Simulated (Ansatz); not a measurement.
# GaSiH4O (SMILES [SiH3][O][GaH]) at UMP2/cc-pVDZ

What is the electronic atomisation energy of GaSiH4O at UMP2/cc-pVDZ? 

Program for the calculation: Ansatz 0.2.0.

72 further runs of the same task are left out: 72 set aside as unsound or not needed.

## Step 1: The structure to begin with

The species is GaSiH4O (7 atoms), meant as a doublet with charge 0. As SMILES, `[SiH3][O][GaH]`. The shape is that of a PBE0-D4/def2-TZVP optimisation. This is one conformer, not always the lowest.

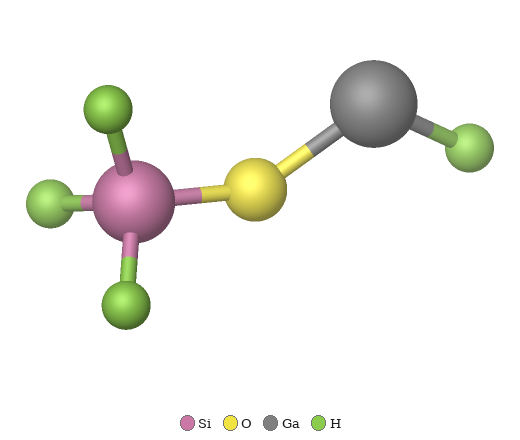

Viewed from a chosen angle; silicon pink, oxygen yellow, gallium grey, hydrogen green.

## Step 2: The energy at UMP2/cc-pVDZ

in.yaml reads:

```yaml
crystal:
  periodic: [false, false, false]
  atoms:
    - {symbol: Si, position_ang: [-0.907100, 0.576700, -0.244500]}
    - {symbol: O, position_ang: [0.281700, -0.375400, 0.340400]}
    - {symbol: Ga, position_ang: [1.972300, -0.895800, 0.047800]}
    - {symbol: H, position_ang: [-2.099000, -0.248300, -0.578700]}
    - {symbol: H, position_ang: [-0.473700, 1.297400, -1.475800]}
    - {symbol: H, position_ang: [-1.295700, 1.586500, 0.776300]}
    - {symbol: H, position_ang: [2.521500, -1.941000, 1.134400]}
basis:
  gaussian:
    orbitals: cc-pVDZ
total_charge: 0
magnetization:
  spin_polarized: true
  initial_magnetization: 1
correlation:
  method: mp2
  frozen_orbitals: {Ga: 9, H: 0, O: 1, Si: 5}
accuracy: high
```

Launch:

```bash
ansatz run in.yaml --threads 1 --pin off --max-ram 3480MiB --events-out events.jsonl --progress --plain --runs-dir runs
```

Output:

```text
Warning: RAYON_NUM_THREADS=1 ignored (pool sized by the plan → 1); use --threads N
Functional definition: HF
  name "HF"
  exchange = exact_x
  correlation = 0
1787 factors; integrals over basis functions are off by at most 4.7e-9 eV
mean field evaluation 1: about -62293.3006 eV, gradient 2.7e1 eV
mean field evaluation 2: about -62293.3224 eV, gradient 2.7e1 eV
mean field evaluation 4: about -62296.8355 eV, gradient 2.4e0 eV
mean field evaluation 8: about -62296.9406 eV, gradient 5.0e-3 eV
mean field -62296.94058655 eV, -2289.3703401728 hartree, gradient 2.2e-8 eV, S^2 0.761347; 0 other end points of the search recorded, 0 dependent functions left out
15 core orbitals not correlated: weight in the atoms' cores, before any rotation towards them, 1.000 or more for the frozen orbitals, at most 0.000 for the correlated occupied ones
reference -62296.94058655 eV, -2289.3703401728 hartree; 14, 13 occupied and 50, 51 virtual orbitals, 1787 factors
second order -9.62639606 eV of doubles, -0.00000000 eV of singles
Total energy: -62306.56698261 eV, -2289.7241037031 hartree
```

It took 4.8 s on 1 thread of Arm Neoverse V1, shared host; peak memory 0.3 GiB.

## Step 3: The Ga atom at the same level

in.yaml reads:

```yaml
crystal:
  periodic: [false, false, false]
  atoms:
    - symbol: Ga
      position_ang: [0.000000, 0.000000, 0.000000]
basis:
  gaussian:
    orbitals: cc-pVDZ
magnetization:
  spin_polarized: true
  initial_magnetization: 1
correlation:
  method: mp2
  frozen_orbitals: {Ga: 9}
accuracy: high
```

Launch:

```bash
ansatz run in.yaml --threads 1 --pin off --max-ram 3480MiB --events-out events.jsonl --progress --plain --runs-dir runs
```

Output:

```text
Warning: RAYON_NUM_THREADS=1 ignored (pool sized by the plan → 1); use --threads N
[... 4 set-up lines as earlier in the session ...]
255 factors; integrals over basis functions are off by at most 4.4e-9 eV
mean field evaluation 1: about -52332.5594 eV, gradient 2.8e0 eV
mean field evaluation 2: about -52332.5617 eV, gradient 2.8e0 eV
mean field evaluation 4: about -52332.7261 eV, gradient 1.2e-1 eV
mean field evaluation 8: about -52332.7257 eV, gradient 1.3e-8 eV
mean field evaluation 16: about -52332.7265 eV, gradient 3.9e-1 eV
mean field evaluation 32: about -52332.7257 eV, gradient 6.9e-9 eV
mean field -52332.72568807 eV, -1923.1921966411 hartree, gradient 2.6e-8 eV, S^2 0.760002; 3 other end points of the search recorded, 0 dependent functions left out
9 core orbitals not correlated: weight in the atoms' cores, before any rotation towards them, 1.000 or more for the frozen orbitals, at most 0.000 for the correlated occupied ones
reference -52332.72568807 eV, -1923.1921966411 hartree; 7, 6 occupied and 11, 12 virtual orbitals, 255 factors
second order -1.20493379 eV of doubles, -0.00000000 eV of singles
Total energy: -52333.93062186 eV, -1923.2364771413 hartree
```

Run time: 0.32 s. Hardware: 1 thread of Arm Neoverse V1, shared host.

## Step 4: The H atom: the energy at UHF/cc-pVDZ

job.yaml reads:

```yaml
crystal:
  periodic: [false, false, false]
  atoms:
    - {symbol: H, position_ang: [0.000000, 0.000000, 0.000000]}
basis:
  gaussian:
    orbitals: cc-pVDZ
magnetization:
  spin_polarized: true
  initial_magnetization: 1
hamiltonian:
  xc: hf
accuracy: high
```

Run the same way, it converges to -0.49928 Eh (log not shown).

## Step 5: The O atom, same level

run.yaml reads:

```yaml
basis:
  gaussian: {orbitals: cc-pVDZ}
crystal:
  periodic: [false, false, false]
  atoms:
    - {symbol: O, position_ang: [0.000000, 0.000000, 0.000000]}
magnetization: {spin_polarized: true, initial_magnetization: 2}
correlation: {method: mp2, frozen_orbitals: {O: 1}}
accuracy: high
```

Run the same way, it converges to -74.89413 Eh (log not shown).

## Step 6: The Si atom, same level

input.yaml reads:

```yaml
crystal:
  periodic: [false, false, false]
  atoms:
    - symbol: Si
      position_ang: [0.000000, 0.000000, 0.000000]
basis:
  gaussian:
    orbitals: cc-pVDZ
total_charge: 0
magnetization:
  spin_polarized: true
  initial_magnetization: 2
correlation:
  method: mp2
  frozen_orbitals: {Si: 5}
accuracy: high
```

Run the same way, it converges to -288.89501 Eh (log not shown).

## Step 7: Results

Level: UMP2/cc-pVDZ, 15 core orbitals frozen.

```
                                              quantity           value
                                molecule: total energy  -2289.72410 Eh
molecule: correlation energy (15 core orbitals frozen)      -353.8 mEh
           molecule: ⟨S²⟩ of the reference determinant           0.761
                                 Ga atom: total energy  -1923.23648 Eh
  Ga atom: correlation energy (9 core orbitals frozen)       -44.3 mEh
            Ga atom: ⟨S²⟩ of the reference determinant           0.760
                                  H atom: total energy     -0.49928 Eh
                                          H atom: ⟨S²⟩           0.750
                                  O atom: total energy    -74.89413 Eh
    O atom: correlation energy (1 core orbital frozen)      -102.0 mEh
             O atom: ⟨S²⟩ of the reference determinant           2.004
                                 Si atom: total energy   -288.89501 Eh
  Si atom: correlation energy (5 core orbitals frozen)       -44.9 mEh
            Si atom: ⟨S²⟩ of the reference determinant           2.011
                         electronic atomisation energy       19.085 eV
```

**Reading.** Taking the molecule apart into free atoms costs 19.09 eV (1841 kJ/mol), before zero-point energy and without spin-orbit coupling.
